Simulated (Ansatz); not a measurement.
# AlF2H4NO: two geometries relaxed, part 2 of 2

Aim: relax the geometries before and after the reaction (ligand exchange), and see whether they are two minima and how far apart in energy. Meant to form: Al1–F8, H9–N2; to break: Al1–N2, H9–F8. The start is a guess near the saddle point, from which both ends are pulled out.

Ansatz 0.2.0; RHF/6-31G*. The steps go on from the part before.

## 6. A restrained relaxation towards end B

Springs on the bonds that form and break draw the guess towards this end; the thresholds are loose.

File input.yaml:

```yaml
crystal:
  periodic: [false, false, false]
  atoms:
    - { symbol: Al, position_ang: [0.0, 0.0, 0.0] }
    - { symbol: "N", position_ang: [0.0, 0.0, 2.27] }
    - { symbol: H, position_ang: [-0.877, -0.2713, 2.8] }
    - { symbol: H, position_ang: [0.877, 0.2713, 2.8] }
    - { symbol: O, position_ang: [1.5415, 0.0, -0.89] }
    - { symbol: H, position_ang: [1.8414, -0.9519, -1.0449] }
    - { symbol: F, position_ang: [-1.4635, 0.0, -0.845] }
    - { symbol: F, position_ang: [-0.2489, 1.872, 0.6275] }
    - { symbol: H, position_ang: [-0.1681, 1.2645, 1.7547] }
basis:
  gaussian: { orbitals: "6-31G*" }
hamiltonian:
  xc: hf
relax:
  f_tol: 0.15
  max_steps: 25
  restrain:
    - { distance: [0, 7], at: 1.69, k: 30.0 }
    - { distance: [8, 1], at: 1.06, k: 30.0 }
    - { distance: [0, 1], at: 3.12, k: 30.0 }
    - { distance: [8, 7], at: 2.12, k: 30.0 }
output:
  orbitals: {}
```

Launch:

```bash
ansatz run input.yaml --threads 1 --pin off --max-ram 2048MiB --backend cpu --events-out ev --progress --plain --runs-dir out
```

What it wrote:

```text
Warning: RAYON_NUM_THREADS=1 ignored (pool sized by the plan → 1); use --threads N
The last accepted step is kept in <dir> (removed where the run ends without a failure and the disk answers)
Engine: ansatz 0.2.0, aarch64-unknown-linux-gnu
Functional definition: HF
  exchange = exact_x
  correlation = 0
870 factors; integrals over basis functions are off by at most 6.8e-4 eV
mean field evaluation 1: about -15574.5872 eV, gradient 5.1e1 eV
mean field evaluation 2: about -15574.6279 eV, gradient 5.1e1 eV
mean field evaluation 4: about -15579.3575 eV, gradient 2.7e0 eV
mean field evaluation 8: about -15579.3879 eV, gradient 3.4e-4 eV
mean field -15579.38787028 eV, -572.5319441445 hartree, gradient 1.2e-5 eV, S^2 0.000000; 0 other end points of the search recorded, 0 dependent functions left out
the calculation of the forces begins
reference -15579.38787028 eV, -572.5319441445 hartree; 25, 25 occupied and 62, 62 virtual orbitals, 870 factors
relax step   1: F+E_penalty+E_count = -15579.38787028 eV  Δ(F+E_penalty+E_count) = +0.000e0 eV  max|allowed force component| = 4.149e0 eV/Å  E_restraint = 24.19096553 eV  max|allowed force component, restraints' pulls added| = 2.573e1 eV/Å  Δτ_max = 0.0000 Å  (33 SCF iters, accepted)
  distance Al 0 - F 7 = 1.9900 Å
  distance H 8 - N 1 = 1.3758 Å
  distance Al 0 - N 1 = 2.2700 Å
  distance H 8 - F 7 = 1.2830 Å
these checks for a lower state are left out or cut short: starts, cluster_reference, orbital_swaps, neighbouring_geometries, increment
870 factors; integrals over basis functions are off by at most 5.4e-4 eV
mean field evaluation 16: about -15580.3524 eV, gradient 3.1e-3 eV
mean field -15580.35237361 eV, -572.5673889879 hartree, gradient 1.3e-5 eV, S^2 0.000000; 0 other end points of the search recorded, 0 dependent functions left out
the calculation of the forces begins
reference -15580.35237361 eV, -572.5673889879 hartree; 25, 25 occupied and 62, 62 virtual orbitals, 870 factors
relax step   2: F+E_penalty+E_count = -15580.35237361 eV  Δ(F+E_penalty+E_count) = -9.645e-1 eV  max|allowed force component| = 5.462e0 eV/Å  E_restraint = 9.75567144 eV  max|allowed force component, restraints' pulls added| = 1.815e1 eV/Å  Δτ_max = 0.1938 Å  (31 SCF iters, accepted)
  distance Al 0 - F 7 = 1.8749 Å
  distance H 8 - N 1 = 1.1959 Å
  distance Al 0 - N 1 = 2.5614 Å
  distance H 8 - F 7 = 1.5855 Å
these checks for a lower state are left out or cut short: starts, cluster_reference, orbital_swaps, neighbouring_geometries, increment
870 factors; integrals over basis functions are off by at most 3.4e-4 eV
mean field -15581.35632124 eV, -572.6042833828 hartree, gradient 2.6e-5 eV, S^2 0.000000; 0 other end points of the search recorded, 0 dependent functions left out
the calculation of the forces begins
reference -15581.35632124 eV, -572.6042833828 hartree; 25, 25 occupied and 62, 62 virtual orbitals, 870 factors
relax step   3: F+E_penalty+E_count = -15581.35632124 eV  Δ(F+E_penalty+E_count) = -1.004e0 eV  max|allowed force component| = 4.314e0 eV/Å  E_restraint = 2.46694922 eV  max|allowed force component, restraints' pulls added| = 8.058e0 eV/Å  Δτ_max = 0.1948 Å  (30 SCF iters, accepted)
  distance Al 0 - F 7 = 1.7479 Å
  distance H 8 - N 1 = 1.0216 Å
  distance Al 0 - N 1 = 2.7812 Å
  distance H 8 - F 7 = 1.9083 Å
these checks for a lower state are left out or cut short: starts, cluster_reference, orbital_swaps, neighbouring_geometries, increment
870 factors; integrals over basis functions are off by at most 3.6e-4 eV
mean field evaluation 32: about -15581.7069 eV, gradient 2.4e-5 eV
mean field -15581.70686666 eV, -572.6171656896 hartree, gradient 2.4e-5 eV, S^2 0.000000; 0 other end points of the search recorded, 0 dependent functions left out
the calculation of the forces begins
reference -15581.70686666 eV, -572.6171656896 hartree; 25, 25 occupied and 62, 62 virtual orbitals, 870 factors
relax step   4: F+E_penalty+E_count = -15581.70686666 eV  Δ(F+E_penalty+E_count) = -3.505e-1 eV  max|allowed force component| = 3.435e0 eV/Å  E_restraint = 0.25833444 eV  max|allowed force component, restraints' pulls added| = 2.795e0 eV/Å  Δτ_max = 0.1948 Å  (30 SCF iters, accepted)
  distance Al 0 - F 7 = 1.6639 Å
  distance H 8 - N 1 = 1.0169 Å
  distance Al 0 - N 1 = 3.0023 Å
  distance H 8 - F 7 = 2.0913 Å
these checks for a lower state are left out or cut short: starts, cluster_reference, orbital_swaps, neighbouring_geometries, increment
870 factors; integrals over basis functions are off by at most 3.9e-4 eV
mean field -15581.81301552 eV, -572.6210665882 hartree, gradient 1.2e-5 eV, S^2 0.000000; 0 other end points of the search recorded, 0 dependent functions left out
the calculation of the forces begins
reference -15581.81301552 eV, -572.6210665882 hartree; 25, 25 occupied and 62, 62 virtual orbitals, 870 factors
relax step   5: F+E_penalty+E_count = -15581.81301552 eV  Δ(F+E_penalty+E_count) = -1.061e-1 eV  max|allowed force component| = 2.735e0 eV/Å  E_restraint = 0.14337892 eV  max|allowed force component, restraints' pulls added| = 1.338e0 eV/Å  Δτ_max = 0.2000 Å  (31 SCF iters, accepted)
  distance Al 0 - F 7 = 1.6684 Å
  distance H 8 - N 1 = 1.0258 Å
  distance Al 0 - N 1 = 3.0313 Å
  distance H 8 - F 7 = 2.1120 Å
these checks for a lower state are left out or cut short: starts, cluster_reference, orbital_swaps, neighbouring_geometries, increment
870 factors; integrals over basis functions are off by at most 4.2e-4 eV
mean field -15581.97436532 eV, -572.6269960839 hartree, gradient 1.3e-5 eV, S^2 0.000000; 0 other end points of the search recorded, 0 dependent functions left out
the calculation of the forces begins
reference -15581.97436532 eV, -572.6269960839 hartree; 25, 25 occupied and 62, 62 virtual orbitals, 870 factors
relax step   6: F+E_penalty+E_count = -15581.97436532 eV  Δ(F+E_penalty+E_count) = -1.613e-1 eV  max|allowed force component| = 2.177e0 eV/Å  E_restraint = 0.05370789 eV  max|allowed force component, restraints' pulls added| = 1.909e0 eV/Å  Δτ_max = 0.1912 Å  (31 SCF iters, accepted)
  distance Al 0 - F 7 = 1.6747 Å
  distance H 8 - N 1 = 1.0628 Å
  distance Al 0 - N 1 = 3.1077 Å
  distance H 8 - F 7 = 2.1765 Å
these checks for a lower state are left out or cut short: starts, cluster_reference, orbital_swaps, neighbouring_geometries, increment
870 factors; integrals over basis functions are off by at most 3.8e-4 eV
mean field -15582.14751630 eV, -572.6333592650 hartree, gradient 1.3e-5 eV, S^2 0.000000; 0 other end points of the search recorded, 0 dependent functions left out
the calculation of the forces begins
reference -15582.14751630 eV, -572.6333592650 hartree; 25, 25 occupied and 62, 62 virtual orbitals, 870 factors
relax step   7: F+E_penalty+E_count = -15582.14751630 eV  Δ(F+E_penalty+E_count) = -1.732e-1 eV  max|allowed force component| = 1.112e0 eV/Å  E_restraint = 0.03516019 eV  max|allowed force component, restraints' pulls added| = 2.787e-1 eV/Å  Δτ_max = 0.1997 Å  (31 SCF iters, accepted)
  distance Al 0 - F 7 = 1.6634 Å
  distance H 8 - N 1 = 1.0300 Å
  distance Al 0 - N 1 = 3.0977 Å
  distance H 8 - F 7 = 2.1354 Å
these checks for a lower state are left out or cut short: starts, cluster_reference, orbital_swaps, neighbouring_geometries, increment
870 factors; integrals over basis functions are off by at most 3.8e-4 eV
mean field -15582.16420396 eV, -572.6339725251 hartree, gradient 1.2e-5 eV, S^2 0.000000; 0 other end points of the search recorded, 0 dependent functions left out
the calculation of the forces begins
reference -15582.16420396 eV, -572.6339725251 hartree; 25, 25 occupied and 62, 62 virtual orbitals, 870 factors
relax step   8: F+E_penalty+E_count = -15582.16420396 eV  Δ(F+E_penalty+E_count) = -1.669e-2 eV  max|allowed force component| = 1.153e0 eV/Å  E_restraint = 0.03593723 eV  max|allowed force component, restraints' pulls added| = 2.196e-1 eV/Å  Δτ_max = 0.2000 Å  (30 SCF iters, accepted)
  distance Al 0 - F 7 = 1.6640 Å
  distance H 8 - N 1 = 1.0282 Å
  distance Al 0 - N 1 = 3.0954 Å
  distance H 8 - F 7 = 2.1302 Å
these checks for a lower state are left out or cut short: starts, cluster_reference, orbital_swaps, neighbouring_geometries, increment
870 factors; integrals over basis functions are off by at most 3.8e-4 eV
mean field evaluation 64: about -15582.1720 eV, gradient 1.4e-4 eV
mean field -15582.17203521 eV, -572.6342603185 hartree, gradient 1.2e-5 eV, S^2 0.000000; 0 other end points of the search recorded, 0 dependent functions left out
the calculation of the forces begins
reference -15582.17203521 eV, -572.6342603185 hartree; 25, 25 occupied and 62, 62 virtual orbitals, 870 factors
relax step   9: F+E_penalty+E_count = -15582.17203521 eV  Δ(F+E_penalty+E_count) = -7.831e-3 eV  max|allowed force component| = 1.096e0 eV/Å  E_restraint = 0.03630052 eV  max|allowed force component, restraints' pulls added| = 4.024e-2 eV/Å  Δτ_max = 0.0866 Å  (32 SCF iters, accepted)
  distance Al 0 - F 7 = 1.6639 Å
  distance H 8 - N 1 = 1.0272 Å
  distance Al 0 - N 1 = 3.0966 Å
  distance H 8 - F 7 = 2.1307 Å
870 factors; integrals over basis functions are off by at most 3.8e-4 eV
mean field -15582.17203521 eV, -572.6342603185 hartree, gradient 1.2e-5 eV, S^2 0.000000; 1 other end points of the search recorded, 0 dependent functions left out
the calculation of the forces begins
reference -15582.17203521 eV, -572.6342603185 hartree; 25, 25 occupied and 62, 62 virtual orbitals, 870 factors
Total energy: -15582.17203521 eV, -572.6342603185 hartree
Atom 0 at     0.029410     0.413910    -0.511209 Å, force    -0.078021     0.615464     1.095602 eV/Å
Atom 1 at    -0.080321     0.142214     2.571513 Å, force    -0.060930     1.018979    -0.954976 eV/Å
Atom 2 at    -0.870575    -0.091911     3.140995 Å, force    -0.001672    -0.006578    -0.014028 eV/Å
Atom 3 at     0.747080     0.058162     3.130803 Å, force    -0.019219     0.008122    -0.010297 eV/Å
Atom 4 at     1.564561    -0.085292    -0.970573 Å, force    -0.040240    -0.008980    -0.024863 eV/Å
Atom 5 at     1.747841    -0.896052    -1.418420 Å, force     0.020313     0.005748    -0.003951 eV/Å
Atom 6 at    -1.319112    -0.345500    -1.023522 Å, force    -0.000085     0.003100    -0.009865 eV/Å
Atom 7 at    -0.144900     1.867946     0.278688 Å, force     0.080619    -0.579486    -0.664500 eV/Å
Atom 8 at    -0.171584     1.121122     2.274025 Å, force     0.099235    -1.056369     0.586878 eV/Å
Dipole moment:     0.126657    -0.217772     0.314741 e Å
```

It took 22 s on 1 thread of Arm Neoverse V1, shared host; peak memory 0.15 GiB.

The steps of the relaxation:

| step | energy from step 1 (eV) | largest force component (eV/Å) |
| --- | --- | --- |
| 1 | 0.0000 | 4.1485 |
| 2 | -0.9645 | 5.4622 |
| 3 | -1.9685 | 4.3140 |
| 4 | -2.3190 | 3.4355 |
| 5 | -2.4251 | 2.7354 |
| 6 | -2.5865 | 2.1772 |
| 7 | -2.7596 | 1.1121 |
| 8 | -2.7763 | 1.1535 |
| 9 | -2.7842 | 1.0956 |

Step 1 is the start. Energies and forces in the table leave out the springs, which the log lists apart; the run stops on the force with the springs' pull added.

After: Bond lengths: N2–H3 1.002 Å, N2–H4 1.002 Å, Al1–O5 1.678 Å, O5–H6 0.944 Å, Al1–F7 1.630 Å, Al1–F8 1.664 Å, N2–H9 1.027 Å. Angles: H3–N2–H4 108.3°, H3–N2–H9 108.5°, H4–N2–H9 108.4°, Al1–O5–H6 124.2°, O5–Al1–F7 122.1°, O5–Al1–F8 119.1°, F7–Al1–F8 118.0°.

Pairs that crossed the distance rule for bonds on the way: came closer N2–H9; moved apart Al1–N2.

## 7. End point B

It starts where the restrained run ended.

File input.yaml:

```yaml
crystal:
  periodic: [false, false, false]
  atoms:
    - { symbol: Al, position_ang: [0.02941, 0.41391, -0.511209] }
    - { symbol: "N", position_ang: [-0.080321, 0.142214, 2.571513] }
    - { symbol: H, position_ang: [-0.870575, -0.091911, 3.140995] }
    - { symbol: H, position_ang: [0.74708, 0.058162, 3.130803] }
    - { symbol: O, position_ang: [1.564561, -0.085292, -0.970573] }
    - { symbol: H, position_ang: [1.747841, -0.896052, -1.41842] }
    - { symbol: F, position_ang: [-1.319112, -0.3455, -1.023522] }
    - { symbol: F, position_ang: [-0.1449, 1.867946, 0.278688] }
    - { symbol: H, position_ang: [-0.171584, 1.121122, 2.274025] }
basis:
  gaussian: { orbitals: "6-31G*" }
hamiltonian:
  xc: hf
relax:
  f_tol: 0.03
  max_steps: 50
```

Launch:

```bash
ansatz run input.yaml --threads 1 --pin off --max-ram 2048MiB --backend cpu --events-out ev --progress --plain --runs-dir out
```

What it wrote (excerpt; [...] marks lines left out):

```text
Warning: RAYON_NUM_THREADS=1 ignored (pool sized by the plan → 1); use --threads N
[...]
[... 1 set-up line as earlier in the session ...]
[...]
865 factors; integrals over basis functions are off by at most 3.7e-4 eV
[...]
mean field -15582.17204778 eV, -572.6342607804 hartree, gradient 2.4e-5 eV, S^2 0.000000; 0 other end points of the search recorded, 0 dependent functions left out
[...]
reference -15582.17204778 eV, -572.6342607804 hartree; 25, 25 occupied and 62, 62 virtual orbitals, 865 factors
relax step   1: F+E_penalty+E_count = -15582.17204778 eV  Δ(F+E_penalty+E_count) = +0.000e0 eV  max|allowed force component| = 1.096e0 eV/Å  Δτ_max = 0.0000 Å  (31 SCF iters, accepted)
[...]
relax step   4: F+E_penalty+E_count = -15583.07113266 eV  Δ(F+E_penalty+E_count) = -3.777e-1 eV  max|allowed force component| = 1.183e0 eV/Å  Δτ_max = 0.1958 Å  (30 SCF iters, accepted)
[...]
Total energy: -15583.42734562 eV, -572.6803921252 hartree
Atom 0 at    -0.057849     0.428112     0.042356 Å, force    -0.016682     0.008818     0.011615 eV/Å
Atom 1 at    -0.028175     0.267540     2.056580 Å, force     0.001984     0.002220    -0.023697 eV/Å
Atom 2 at    -0.796325    -0.284929     2.396692 Å, force     0.001793     0.002044     0.004559 eV/Å
Atom 3 at     0.831908    -0.186996     2.313250 Å, force    -0.001158    -0.000065     0.015390 eV/Å
Atom 4 at     1.434579    -0.351794    -0.245889 Å, force     0.015695    -0.014198    -0.010137 eV/Å
Atom 5 at     1.785866    -0.551458    -1.098148 Å, force     0.002262     0.006217     0.004953 eV/Å
Atom 6 at    -1.453416    -0.369885    -0.341576 Å, force    -0.008214    -0.006167    -0.001159 eV/Å
Atom 7 at    -0.152201     2.066328    -0.154365 Å, force     0.002547     0.007479    -0.002813 eV/Å
Atom 8 at    -0.061987     1.167679     2.503400 Å, force     0.001775    -0.006347     0.001291 eV/Å
Dipole moment:     0.228183    -0.219974     0.978096 e Å
```

It took 32 s on 1 thread of Arm Neoverse V1, shared host; peak memory 0.15 GiB.

Step by step:

| step | energy from step 1 (eV) | largest force component (eV/Å) |
| --- | --- | --- |
| 1 | 0.0000 | 1.0956 |
| 2 | -0.1943 | 1.2913 |
| 3 | -0.5214 | 1.2584 |
| 4 | -0.8991 | 1.1833 |
| 5 | -1.0777 | 1.4721 |
| 6 | -1.1639 | 0.6449 |
| 7 | -1.2099 | 0.2070 |
| 8 | -1.2277 | 0.1842 |
| 9x | -1.2262 | 0.7046 |
| 10 | -1.2350 | 0.1392 |
| 11 | -1.2450 | 0.0922 |
| 12 | -1.2507 | 0.2799 |
| 13 | -1.2553 | 0.0237 |

Step 1 is the start. 1 step was tried and not accepted (marked x).

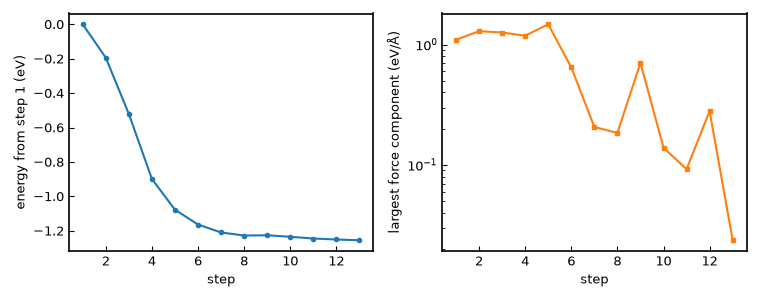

How energy and force went from step to step.

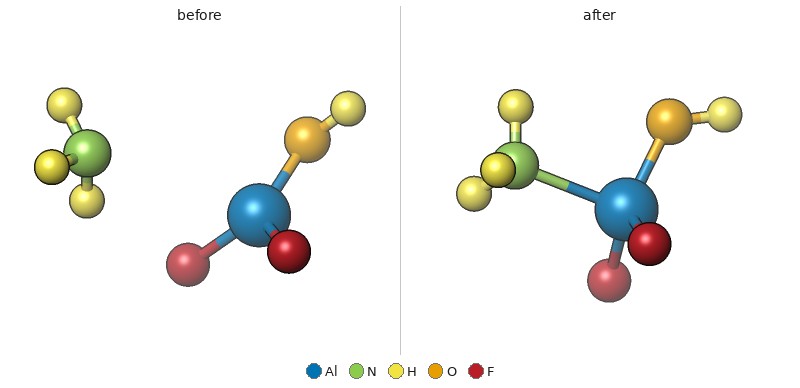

Before and after, at one scale.

After: Bond lengths: Al1–N2 2.021 Å, N2–H3 1.005 Å, N2–H4 1.006 Å, Al1–O5 1.708 Å, O5–H6 0.943 Å, Al1–F7 1.653 Å, Al1–F8 1.653 Å, N2–H9 1.006 Å. Angles: Al1–N2–H3 111.7°, Al1–N2–H4 107.6°, Al1–N2–H9 111.8°, H3–N2–H4 108.6°, H3–N2–H9 108.4°, H4–N2–H9 108.7°, N2–Al1–O5 96.8°, N2–Al1–F7 101.9°, N2–Al1–F8 101.4°, O5–Al1–F7 118.6°, O5–Al1–F8 118.8°, F7–Al1–F8 113.7°, Al1–O5–H6 125.1°.

Pairs that crossed the distance rule for bonds on the way: came closer Al1–N2.

## 8. Results

This closing draws on all 2 parts.

```
                           quantity                     value
                              end A  20 moves, 2.671 eV lower
                              end B  11 moves, 1.255 eV lower
largest difference between the ends                    0.04 Å
            end B relative to end A                 +0.000 eV
```

In words: Both starts fell into the same minimum (no atom differs by more than 0.04 Å), so from this start no second minimum was found and no band was run; another arrangement could still be one.
